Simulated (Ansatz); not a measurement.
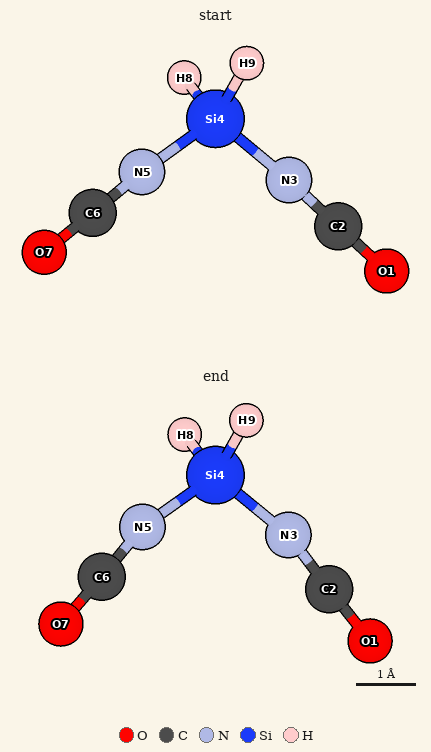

The structure of C$_{2}$H$_{2}$N$_{2}$O$_{2}$Si before (top) and after (bottom) a relaxation, at one scale.

Style: ball-and-stick. Shown at a tilt.

The start comes from PBE-D4/def2-SVP.

Level of theory: RKS PBE0-D4/def2-TZVP in Ansatz 0.2.0.

Input
```yaml
crystal:
  periodic: [false, false, false]
  atoms:
    - {symbol: O, position_ang: [-2.928528, -0.697393, -1.978758]}
    - {symbol: C, position_ang: [-1.991756, -0.737973, -1.261710]}
    - {symbol: N, position_ang: [-1.033906, -0.791375, -0.524512]}
    - {symbol: Si, position_ang: [0.346306, -0.764936, 0.505097]}
    - {symbol: N, position_ang: [1.042788, 0.810024, 0.499576]}
    - {symbol: C, position_ang: [1.475560, 1.938696, 0.449296]}
    - {symbol: O, position_ang: [1.906798, 3.036750, 0.407756]}
    - {symbol: H, position_ang: [1.354847, -1.741588, -0.012596]}
    - {symbol: H, position_ang: [-0.083709, -1.098605, 1.898751]}
basis:
  gaussian: {orbitals: def2-TZVP}
hamiltonian: {xc: pbe0, dispersion: d4}
relax: {f_tol: 0.005, max_steps: 150}
```

Run as
```bash
ansatz run in.yaml --threads 4 --pin off --events-out ev --progress --plain --max-ram 10444MiB
```

Summarise the run.

The largest moves after the best rigid fit, 0.36 Å, are those of O1 and O7. By element the largest moves are O 0.36 Å, C 0.18 Å, N 0.11 Å, Si 0.08 Å, H 0.07 Å. Among the contacts that change: N3–Si4 1.722 → 1.699 Å, Si4–H8 1.496 → 1.475 Å, C6–O7 1.180 → 1.162 Å, C2–N3 1.210 → 1.194 Å. Among the angles between lasting bonds that change: C2–N3–Si4 176.5° → 165.6°. After 16 accepted moves (20 points after the start) the energy has fallen by 0.096 eV. The largest force component goes from 1.7 to 0.0022 eV/Å. The line search rejected the trial steps at points 6, 8, 15, 16 of the run. The forces were under the threshold at step 13, but the run went on from there. Cost: 2.2 min on 4 threads of Arm Neoverse N1, with other jobs on the host.
